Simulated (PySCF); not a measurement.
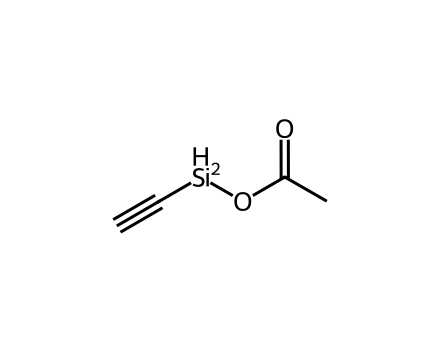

2D structure.

Write the SMILES.

Answer. C#C[SiH2]OC(C)=O

Give the formula, hydrogens included.

Answer. C4H6O2Si.

An optimisation with PBE0-D3(BJ)/def2-SVP gave a structure of which point group?

Answer. Cs. Other conformers may differ.

The parts below concern this one geometry. Atoms keep their numbers from picture to picture. Computed geometry: PBE0-D3(BJ)/def2-SVP optimisation. No frequency run is at hand to confirm it as a minimum.

### Geometry

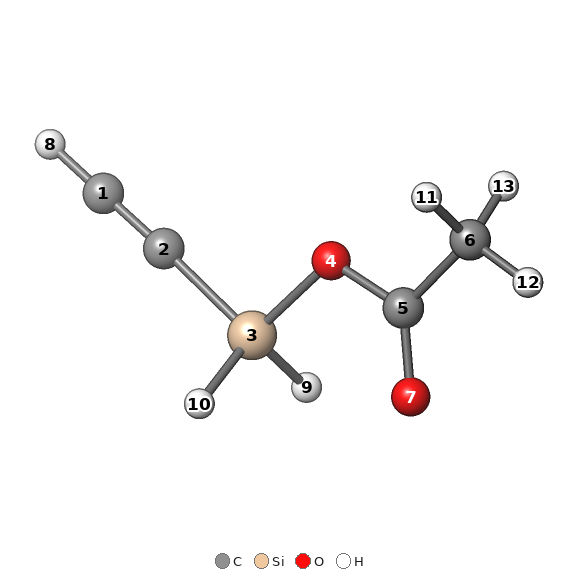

Numbered structure. No frequency run is at hand to confirm it as a minimum.

How are the neighbours of atom 1 arranged?

Answer. C1 has 2 neighbours (C2 at 1.22, H8 at 1.08 Å); the arrangement is linear.

Describe the coordination of atom 6.

Answer. C6 has 4 neighbours (C5 at 1.50, H11 at 1.10, H12 at 1.10, H13 at 1.10 Å); the arrangement is tetrahedral.

How are the neighbours of atom 3 arranged?

Answer. Si3 has 4 neighbours (C2 at 1.83, O4 at 1.72, H9 at 1.48, H10 at 1.48 Å); the arrangement is tetrahedral.

What is the geometry at O4?

Answer. O4 has 2 neighbours (Si3 at 1.72, C5 at 1.34 Å); the arrangement is bent.

What is the dihedral angle C2–Si3–O4–C5?

Answer. 179° in size, that is anti.

### NMR shielding

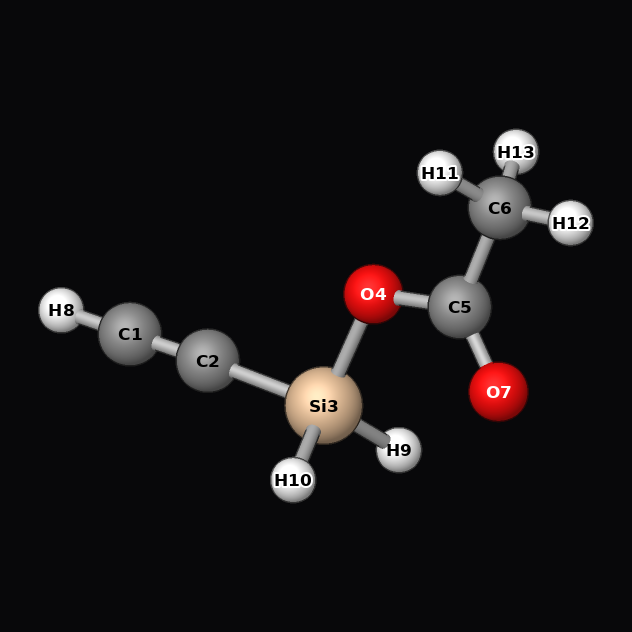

No frequency run is at hand to confirm it as a minimum. Level of theory: GIAO KT3/pcSseg-2 NMR shielding, non-relativistic, gas phase (PySCF 2.14.0). Principal shieldings σ11 ≤ σ22 ≤ σ33, span Ω = σ33 − σ11, skew κ = 3(σiso − σ22)/Ω.

Which O atom has the most anisotropic shielding?

Answer. O7, with a span of 539 ppm.

Give the shielding tensors of the O atoms.

```tsv
atom	σ11	σ22	σ33	σiso	Ω	κ
O4	−23.2	141.9	212.1	110.3	235.3	−0.40
O7	−316.9	−212.2	222.5	−102.2	539.3	0.61
```

Shieldings and span in ppm.

### Excitation

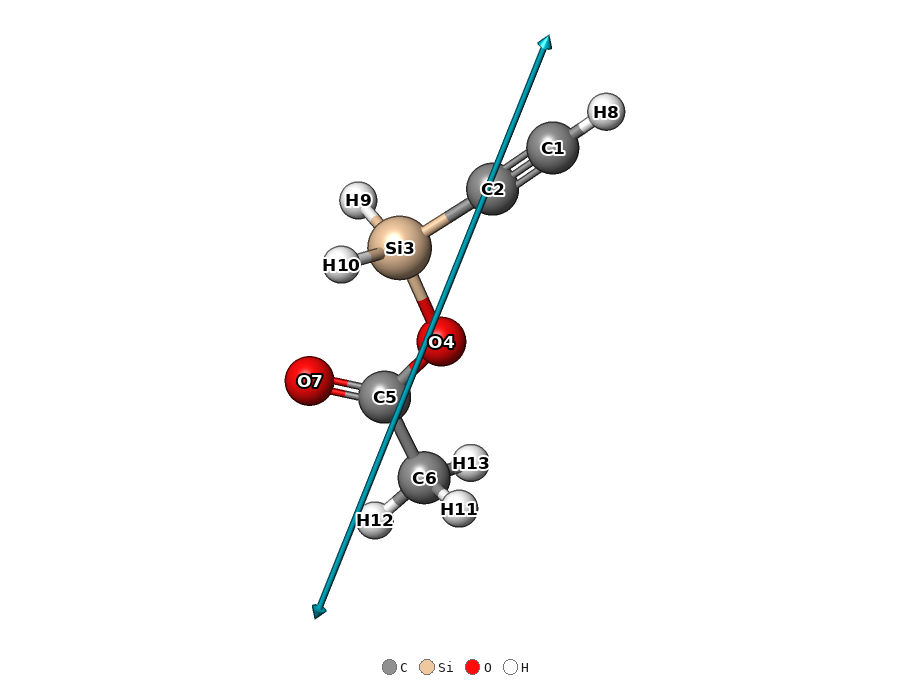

The double arrow shows the direction of the transition dipole to excited singlet state 5 (its length means nothing). No frequency run is at hand to confirm it as a minimum. Method: TDDFT CAM-B3LYP/def2-SVPD, vertical, gas phase, core orbitals frozen in the response (PySCF 2.14.0).

How is the transition polarised?

Answer. Close to the long direction C1···C6.

Where does the transition lie, and how strong is it?

Answer. 7.55 eV (164 nm), oscillator strength 0.073, mainly HOMO → LUMO (weight 0.54); transition dipole 1.60 D.

### Polarisability

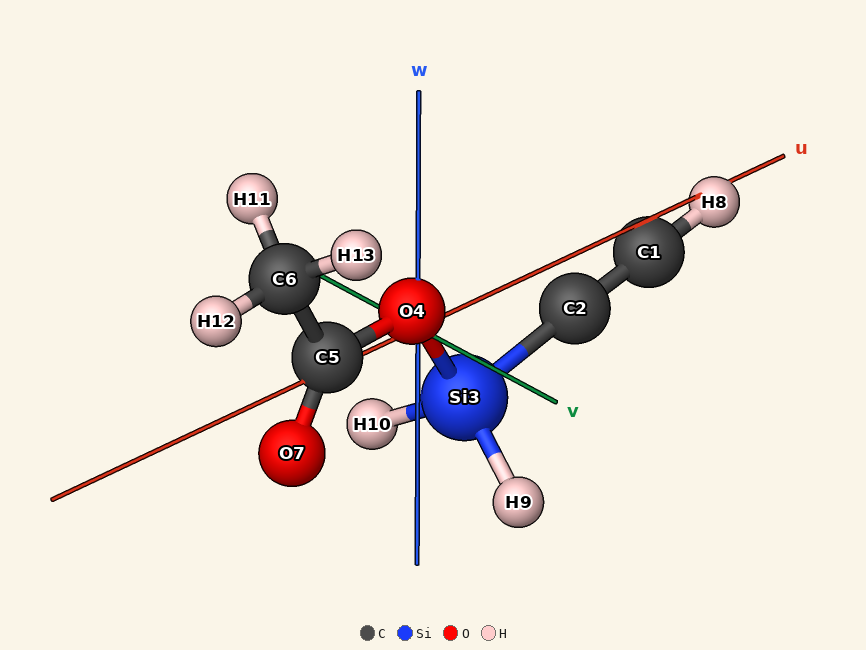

The lines u, v and w are the principal axes of the static dipole polarisability. No frequency run is at hand to confirm it as a minimum. Level of theory: CAM-B3LYP/def2-SVPD (PySCF 2.14.0).

Along which axis is the molecule most polarisable, and along which least?

Answer. Most along u (nearly parallel to the O4–C5 bond), least along v.

Give the three principal values.

Answer. u 101.8, v 58.6, w 71.6 bohr³; mean 77.4, anisotropy 38.3 bohr³.
